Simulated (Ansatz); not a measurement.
**Two runs on NiN₂H₆Cl₂**

System: NiN₂H₆Cl₂ (trans-NiCl2(NH3)2).
Method of the first run: RKS PBE-D4/def2-SVP (Ansatz 0.2.0).

The geometry comes from this level: PBE-D4/def2-SVP. Text and figures count atoms from 1; the logs count them from 0 in places.

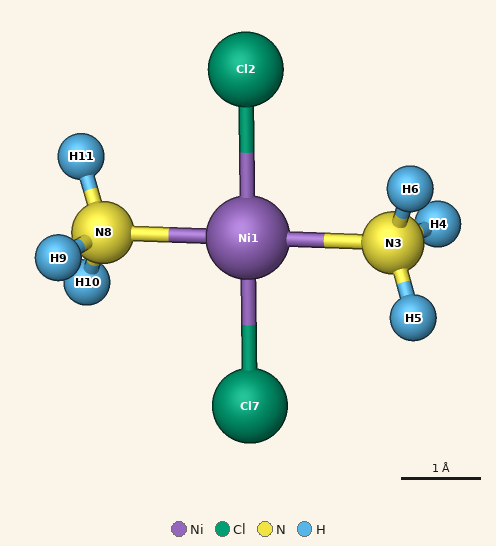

Figure 1. The input geometry (ball-and-stick view, seen at a tilt; atoms are numbered from 1 in the order of the input). Sticks mark near contacts. Bond lengths as drawn: Cl–Ni 2.19 Å, H–N 1.03 Å and N–Ni 1.90 Å.

## The input, the first run
```yaml
crystal:
  periodic: [false, false, false]
  atoms:
    - {symbol: Ni, position_ang: [0.002358, 0.000005, -0.000216]}
    - {symbol: Cl, position_ang: [2.189665, 0.009289, 0.030218]}
    - {symbol: N, position_ang: [-0.006236, 1.904237, -0.009097]}
    - {symbol: H, position_ang: [0.044558, 2.262091, 0.956687]}
    - {symbol: H, position_ang: [-0.883804, 2.253357, -0.424338]}
    - {symbol: H, position_ang: [0.817611, 2.268799, -0.510799]}
    - {symbol: Cl, position_ang: [-2.185131, -0.009301, -0.032111]}
    - {symbol: N, position_ang: [0.007587, -1.904218, 0.008680]}
    - {symbol: H, position_ang: [-0.128672, -2.262571, -0.948509]}
    - {symbol: H, position_ang: [-0.772867, -2.266672, 0.576507]}
    - {symbol: H, position_ang: [0.914930, -2.255006, 0.352996]}
basis:
  gaussian: {orbitals: def2-SVP, initial_orbitals: start.molden}
hamiltonian: {xc: pbe, dispersion: d4}
scf: {omitted_lower_state_checks: [starts]}
output: {orbitals: {seedname: orbitals}}
```

Launched with:
```bash
ansatz run in.yaml --threads 4 --pin off --events-out ev --progress --plain --max-ram 8704MiB
```

Hardware: 4 threads of Intel Xeon @ 2.50GHz, 15 GiB of memory available, shared host.

## Output (the first run)
```
Functional definition: PBE
  parameter kappa = 0.804
  parameter beta = 0.06672455060314922
  exchange = pbe_x(kappa = kappa, mu = beta*pi^2/3)
  correlation = pbe_c(beta = beta)
these checks for a lower state are left out or cut short: starts
1474 factors; their error is unknown
mean field evaluation 1: about -69134.6709 eV, gradient 1.4e1 eV
mean field evaluation 2: about -69135.1715 eV, gradient 8.0e-1 eV
mean field evaluation 4: about -69135.0952 eV, gradient 2.6e-1 eV
mean field evaluation 8: about -69135.0953 eV, gradient 1.5e-5 eV
mean field -69135.09532742 eV, -2540.6678918318 hartree, gradient 1.5e-5 eV, S^2 0.000000; 0 other end points of the search recorded, 0 dependent functions left out
reference -69135.09538992 eV, -2540.6678941286 hartree; 41, 41 occupied and 84, 84 virtual orbitals, 1474 factors
Total energy: -69135.38829684 eV, -2540.6786582597 hartree
Checks for a lower state left out: starts
```

The second run used a changed input.

## The two runs side by side

| quantity | the first run | the second run |
| --- | --- | --- |
| outcome | converged | converged |
| total energy (hartree) | −2540.678658 | −2541.371134 |
| HOMO (eV) | −3.78 | −4.69 |
| LUMO (eV) | −2.56 | −3.32 |
| basis functions | 125 | 268 |
| wall time (shared host) | 1.9 s | 3.7 s |

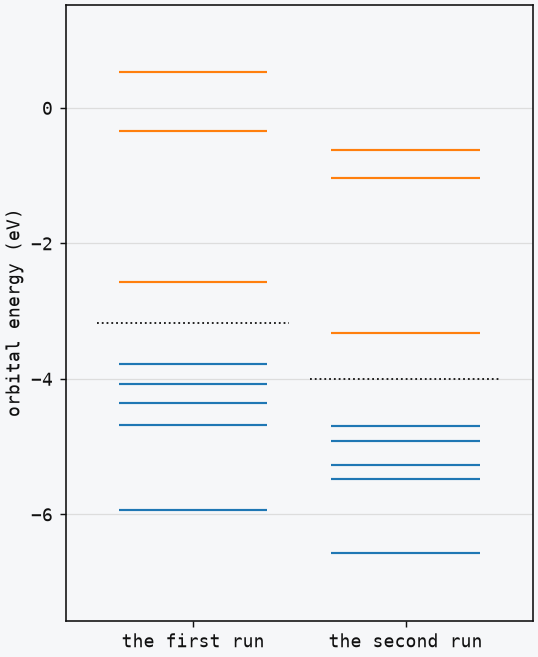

Figure 2. The five highest filled and three lowest empty orbital energies of the two runs; the dotted lines part filled from empty levels. The HOMO–LUMO gap is 1.22 eV in the first run and 1.37 eV in the second run.

Which change of the input explains these differences?

The change (lines with − go, lines with + come):
```diff
-  gaussian: {orbitals: def2-SVP, initial_orbitals: start.molden}
+  gaussian: {orbitals: def2-TZVPD, initial_orbitals: start.molden}
```

The total energy of the second run is 434.5 kcal/mol lower, which measures the change of basis and not a stability. The HOMO goes from −3.78 to −4.69 eV. The LUMO goes from −2.56 to −3.32 eV. Diffuse functions give room to the loosely bound empty orbitals, which lowers the LUMO. The basis functions go from 125 to 268.

## Output (the second run)
```
Functional definition: PBE
  parameter kappa = 0.804
  parameter beta = 0.06672455060314922
  exchange = pbe_x(kappa = kappa, mu = beta*pi^2/3)
  correlation = pbe_c(beta = beta)
these checks for a lower state are left out or cut short: starts
1686 factors; their error is unknown
mean field evaluation 1: about -69153.5106 eV, gradient 1.9e1 eV
mean field evaluation 2: about -69153.9817 eV, gradient 6.8e-1 eV
mean field evaluation 4: about -69153.9383 eV, gradient 4.2e-1 eV
mean field evaluation 8: about -69153.9385 eV, gradient 1.7e-5 eV
mean field -69153.93853514 eV, -2541.3603669434 hartree, gradient 1.7e-5 eV, S^2 0.000000; 0 other end points of the search recorded, 0 dependent functions left out
reference -69153.93860748 eV, -2541.3603696019 hartree; 41, 41 occupied and 227, 227 virtual orbitals, 1686 factors
Total energy: -69154.23151441 eV, -2541.3711337330 hartree
Checks for a lower state left out: starts
```
